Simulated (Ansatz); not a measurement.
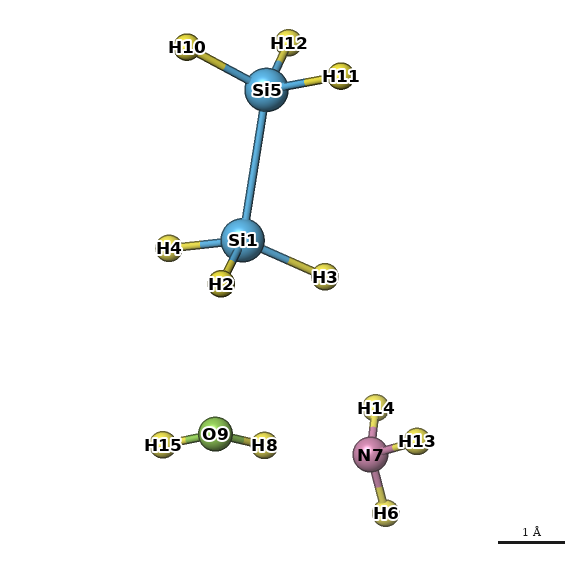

The geometry was computed by an optimisation with PBE0-D4/def2-TZVP.

Which hydrogen bonds does the structure hold? Count O, N, F, S and Cl donors.

```json
{"D–H···A": "O9–H8···N7", "D–H (Å)": "0.98", "H···A (Å)": "1.89", "angle (°)": "170", "kind": "intermolecular"}
```
